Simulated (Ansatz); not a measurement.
## GaNH₆O: geometry relaxation (part 2 of 2)

GaNH₆O; RHF/def2-SVP (Ansatz 0.2.0). The input holds or restrains some coordinates. Forces given for the steps count only the free coordinates. It belongs to a series of runs on one base structure; here: pulled along the bonds that form and break, towards end B.

Geometry of the input (Å):
```
Ga 0.0000  0.0000  0.0000
O  0.0000  0.0000  2.1400
H  -0.9095  -0.2814  2.4771
N  1.6714  0.0000  -0.9650
H  2.1380  -0.9179  -1.2168
H  2.1227  0.9179  -1.2432
H  -1.3596  0.0000  -0.7850
H  0.0838  1.7726  0.5897
H  0.0648  1.3714  1.5381
```

```
  distance Ga 0 - H 7 = 1.5740 Å
  distance H 8 - O 1 = 0.9705 Å
  distance Ga 0 - O 1 = 2.9853 Å
  distance H 8 - H 7 = 1.8706 Å
971 factors; integrals over basis functions are off by at most 9.6e-4 eV
mean field -55938.58354041 eV, -2055.7050285765 hartree, gradient 1.7e-5 eV, S^2 0.000000; 1 other end points of the search recorded, 0 dependent functions left out
the calculation of the forces begins
reference -55938.58354041 eV, -2055.7050285765 hartree; 26, 26 occupied and 64, 64 virtual orbitals, 971 factors
Total energy: -55938.58354041 eV, -2055.7050285765 hartree
Atom 0 at     0.067068     0.462663    -0.497395 Å, force     0.012994    -0.106409     0.098419 eV/Å
Atom 1 at    -0.079899     0.156462     2.468489 Å, force    -0.099514     1.140006    -0.629131 eV/Å
Atom 2 at    -0.929878    -0.008017     2.848715 Å, force    -0.018236    -0.065141     0.031861 eV/Å
Atom 3 at     1.698651     0.062629    -1.185893 Å, force    -0.022946     0.006694     0.014504 eV/Å
Atom 4 at     1.903007    -0.772987    -1.697763 Å, force    -0.006829     0.008193    -0.004705 eV/Å
Atom 5 at     2.535521     0.573586    -0.986349 Å, force     0.011348     0.003249     0.006522 eV/Å
Atom 6 at    -1.165394    -0.430609    -0.869797 Å, force    -0.015282    -0.017212    -0.008498 eV/Å
Atom 7 at    -0.073660     1.771387     0.365750 Å, force     0.026456     0.209517    -0.259745 eV/Å
Atom 8 at    -0.143816     1.047485     2.089142 Å, force     0.112009    -1.178897     0.750772 eV/Å
Dipole moment:    -0.137587     0.125858     0.035430 e Å
```

**Trajectory as extended XYZ (Å, eV, eV/Å), 9 frames, from step=1 to step=9**
```
9
Properties=species:S:1:pos:R:3:forces:R:3 step=1 energy=-55935.96442
Ga    0.0000    0.0000    0.0000    1.7418   1.1352   0.7541
O     0.0000    0.0000    2.1400   -2.8016  -0.7628  -1.4898
H    -0.9095   -0.2814    2.4771    2.7609   0.8801  -0.8041
N     1.6714    0.0000   -0.9650   -0.2531  -0.6174   0.3137
H     2.1380   -0.9179   -1.2168   -0.6214   2.6553   0.3116
H     2.1227    0.9179   -1.2432   -0.6745  -2.5608   0.5913
H    -1.3596    0.0000   -0.7850   -0.0656  -0.4935   0.4609
H     0.0838    1.7726    0.5897    0.0197  -0.0435   2.1621
H     0.0648    1.3714    1.5381   -0.1061  -0.1925  -2.2997
9
Properties=species:S:1:pos:R:3:forces:R:3 step=2 energy=-55935.91214
Ga    0.0124    0.0745   -0.1232    1.5895   2.4506   0.4201
O    -0.0069    0.0666    2.2555   -0.9864   2.2232  -2.7572
H    -0.8999   -0.2775    2.4773    1.4853   1.2253  -0.2147
N     1.6754   -0.0021   -0.9679   -0.0410  -0.8453   0.0724
H     2.1353   -0.8999   -1.2155   -0.3134   1.9627   0.0627
H     2.1206    0.8985   -1.2399   -0.3551  -1.9116   0.4779
H    -1.3663   -0.0045   -0.7862   -0.5794  -0.8828   0.2227
H     0.0838    1.7661    0.4521   -0.0563  -0.5348   0.7428
H     0.0571    1.2408    1.6826   -0.7433  -3.6873   0.9733
9
Properties=species:S:1:pos:R:3:forces:R:3 step=3 energy=-55937.05609
Ga    0.0286    0.1567   -0.2484    0.7296   2.8196   0.2975
O    -0.0062    0.1367    2.3421   -0.4399   2.4394  -2.4167
H    -0.8909   -0.2589    2.4787    1.2639   1.5346  -0.2773
N     1.6806   -0.0095   -0.9711    0.3655  -0.6529  -0.2102
H     2.1349   -0.8862   -1.2172    0.0257   1.1784  -0.1798
H     2.1196    0.8811   -1.2356   -0.0139  -1.4469   0.3499
H    -1.3769   -0.0183   -0.7858   -0.8119  -1.1307   0.0533
H     0.0832    1.7511    0.3463   -0.0964  -0.5475  -0.0887
H     0.0387    1.1099    1.8258   -1.0226  -4.1941   2.4720
9
Properties=species:S:1:pos:R:3:forces:R:3 step=4 energy=-55937.94621
Ga    0.0353    0.2816   -0.3974   -0.3608   1.5580   0.3051
O    -0.0024    0.1813    2.4473   -0.3091  -0.8733  -0.2093
H    -0.8770   -0.2199    2.4781    0.7439   0.9711  -0.0959
N     1.6953   -0.0205   -0.9814    0.0881  -0.1945  -0.1574
H     2.1424   -0.8765   -1.2302    0.3156   0.2687  -0.3845
H     2.1381    0.8523   -1.2312    0.5217  -0.7781   0.1179
H    -1.4097   -0.0662   -0.7890   -0.3309  -0.9389   0.0170
H     0.0837    1.7294    0.2781   -0.0999   0.1766  -0.0406
H     0.0059    1.0012    1.9606   -0.5685  -0.1895   0.4478
9
Properties=species:S:1:pos:R:3:forces:R:3 step=5 energy=-55938.27015
Ga    0.0263    0.4408   -0.5087   -0.8389  -0.2114   0.4167
O     0.0025    0.1404    2.4507   -0.1176   0.4665  -0.6124
H    -0.8899   -0.1827    2.5336    0.3192   0.4587  -0.0550
N     1.7015   -0.0221   -1.0206   -0.3281   0.6760  -0.1078
H     2.1125   -0.8933   -1.2781    0.1050   0.0972  -0.2718
H     2.2572    0.8044   -1.1963    0.3599  -0.8016   0.1094
H    -1.4385   -0.2211   -0.7793    0.8980   0.0623   0.0756
H     0.0553    1.7928    0.3194   -0.1114   0.2530  -0.3754
H    -0.0153    1.0034    2.0141   -0.2860  -1.0008   0.8205
9
Properties=species:S:1:pos:R:3:forces:R:3 step=6 energy=-55938.41713
Ga    0.0202    0.4666   -0.5082    0.0959  -0.3597   0.1410
O    -0.0108    0.1424    2.4581   -0.3187   0.8694  -0.7195
H    -0.9108   -0.1201    2.6295    0.3717   0.2705  -0.0675
N     1.6651   -0.0138   -1.1295    0.8175   2.0172   0.3499
H     2.0458   -0.8837   -1.4403    0.0059   0.0897  -0.0919
H     2.3705    0.7560   -1.0458   -0.9443  -1.8494  -0.2256
H    -1.3201   -0.3026   -0.7806    0.0786  -0.1060  -0.0288
H    -0.0007    1.8048    0.3244   -0.0009   0.2647  -0.2983
H    -0.0476    1.0129    2.0273   -0.1056  -1.1965   0.9408
9
Properties=species:S:1:pos:R:3:forces:R:3 step=7 energy=-55938.54733
Ga    0.0474    0.4448   -0.5006   -0.1148  -0.1576   0.2645
O    -0.0621    0.1477    2.4649   -0.2125   1.0401  -0.5975
H    -0.9572   -0.0399    2.7192    0.1862   0.0581  -0.0222
N     1.6881    0.0137   -1.1356    0.5367   0.7197   0.0494
H     1.9939   -0.8040   -1.6162   -0.1004  -0.1900  -0.1185
H     2.4518    0.6749   -1.0422   -0.3992  -0.4876   0.0004
H    -1.2573   -0.3805   -0.7987    0.1211  -0.0335  -0.0382
H    -0.0100    1.7648    0.3584   -0.0170   0.2603  -0.3129
H    -0.0829    1.0413    2.0858    0.0000  -1.2096   0.7749
9
Properties=species:S:1:pos:R:3:forces:R:3 step=8 energy=-55938.57091
Ga    0.0603    0.4608   -0.4868   -0.2200  -0.2648  -0.0537
O    -0.0904    0.1219    2.4739    0.1629   1.1234  -0.6930
H    -0.9662    0.0655    2.8270   -0.0059   0.0027  -0.0107
N     1.6886    0.0662   -1.1770    0.0603   0.1039   0.0737
H     1.9057   -0.7577   -1.7016   -0.0231  -0.0115   0.0073
H     2.5160    0.5833   -0.9573    0.0790  -0.0122  -0.0345
H    -1.1590   -0.4508   -0.8804    0.0207   0.0446   0.0325
H    -0.1137    1.7694    0.3659    0.0791   0.2089  -0.1954
H    -0.0297    1.0040    2.0714   -0.1529  -1.1951   0.8737
9
Properties=species:S:1:pos:R:3:forces:R:3 step=9 energy=-55938.58354
Ga    0.0671    0.4627   -0.4974    0.0130  -0.1064   0.0984
O    -0.0799    0.1565    2.4685   -0.0995   1.1400  -0.6291
H    -0.9299   -0.0080    2.8487   -0.0182  -0.0651   0.0319
N     1.6987    0.0626   -1.1859   -0.0229   0.0067   0.0145
H     1.9030   -0.7730   -1.6978   -0.0068   0.0082  -0.0047
H     2.5355    0.5736   -0.9863    0.0113   0.0032   0.0065
H    -1.1654   -0.4306   -0.8698   -0.0153  -0.0172  -0.0085
H    -0.0737    1.7714    0.3658    0.0265   0.2095  -0.2597
H    -0.1438    1.0475    2.0891    0.1120  -1.1789   0.7508
```

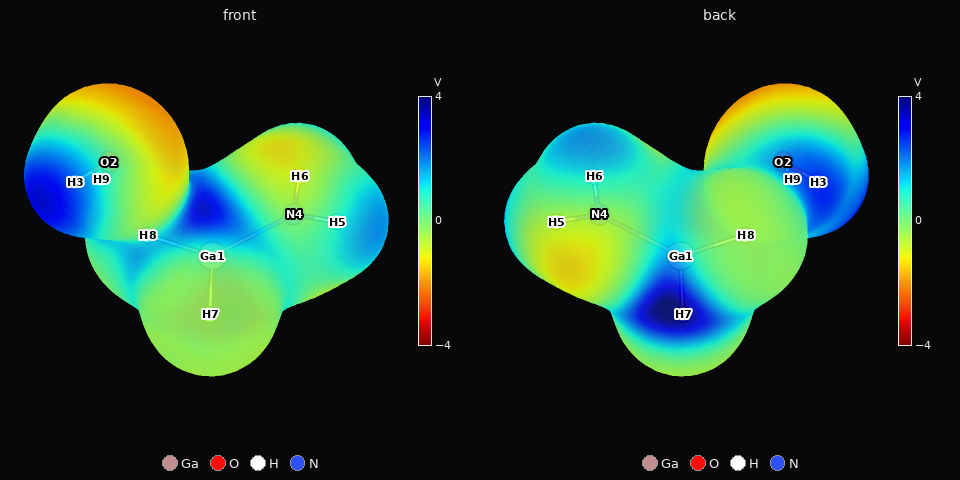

Fig. 1: The molecular electrostatic potential painted on the density surface at 0.004 e/bohr³, seen at a tilt and from behind; the colour scale runs from red (negative) to blue (positive).

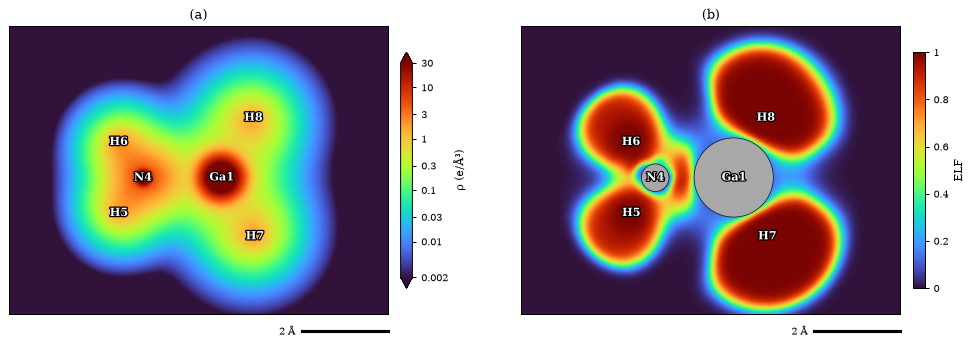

Fig. 2: (a) total electron density; (b) electron localisation function on the plane of atoms Ga1, N4 and H6. Grey discs, where drawn, cover atomic cores. Atoms in the plane: Ga, N and H. Ga–N (1.82 Å): ρ at the midpoint is about 0.9 e/Å³; the ELF peaks at about 0.90 in the valence shell of N, 0.6 Å from its nucleus, and is about 0.35 at the midpoint. N–H (1.00 Å): ρ at the midpoint is about 2.8 e/Å³, with its minimum of 2.3 e/Å³ about 0.8 Å from N; the ELF climbs to about 1 towards the hydrogen, as it does in any bond to H; a covalent bond by its length.

**Key numbers**

| quantity | value |
| --- | --- |
| outcome | converged under the restraints of the input |
| total energy | −55938.5835 eV |
| mean-field energy | −55938.5835 eV |
| largest force (length of the vector) at the end, held atoms and coordinates included | 1.402 eV/Å |
| wall time | 8.3 s (CPU time 15 s) |
| peak memory | 0.17 GiB |
